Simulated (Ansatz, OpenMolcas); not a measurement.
# A ladder of methods for SiCl2 (SMILES Cl[Si]Cl)

SiCl2 has 3 atoms, charge 0, and is taken as a singlet. SMILES: `Cl[Si]Cl`. The coordinates come from a GFN2-xTB relaxation.

| atom | x (Å) | y (Å) | z (Å) |
| --- | --- | --- | --- |
| Si | 0.0051 | -0.0069 | -0.8693 |
| Cl | 1.5816 | -0.0189 | 0.4441 |
| Cl | -1.5868 | 0.0259 | 0.4253 |

Each level gives the energy change with the Si1–Cl3 bond stretched from 2.052 to 4.104 Å (eV). The values are calculated.

| level | kind | program | value (eV) | less FCI/STO-3G | CPU time (all runs) |
| --- | --- | --- | --- | --- | --- |
| revPBE/STO-3G (restricted) | GGA | Ansatz | 4.05 | -0.21 | 3.5 s |
| r2SCAN/STO-3G (restricted) | meta-GGA | OpenMolcas | 4.43 | +0.17 | 38 s |
| B3LYP/STO-3G (restricted) | global hybrid | Ansatz | 4.60 | +0.34 | 5.1 s |
| BHLYP/STO-3G (restricted) | global hybrid | Ansatz | 5.29 | +1.03 | 3.1 s |
| wB97M-V/STO-3G (restricted) | range-separated hybrid | Ansatz | 5.52 | +1.26 | 43 s |
| wB97X/STO-3G (restricted) | range-separated hybrid | Ansatz | 5.57 | +1.31 | 13 s |
| MP2/STO-3G (restricted) | perturbation theory | OpenMolcas | 5.14 | +0.88 | 3.6 s |
| CASSCF(2,2)/STO-3G | multireference | OpenMolcas | 4.08 | -0.18 | 4.2 s |
| CCSD(T)/STO-3G (restricted) | coupled cluster or CI | Ansatz | 3.73 | -0.53 | 0.79 s |
| FCI/STO-3G | exact in the basis | OpenMolcas | 4.26 | 0.00 | 34 s |

FCI/STO-3G is exact within its basis and frozen core, so for wave-function methods in that basis the difference is their error; functionals converge differently with the basis, so for them it is only a difference. The first shape isn't each level's own minimum. The values span 3.73 to 5.57 eV. All rows use very small basis sets, so none should be taken for the real molecule's value. In so small a basis fixed costs decide the times, and correlated methods can beat functionals. CPU times are rough (shared hosts, several kinds of processor and program).

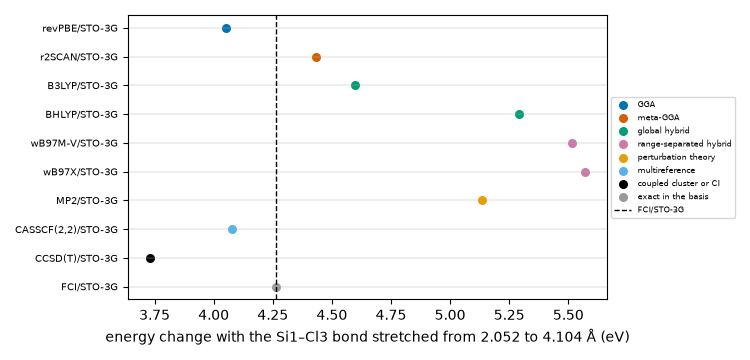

The values of the table, level by level.
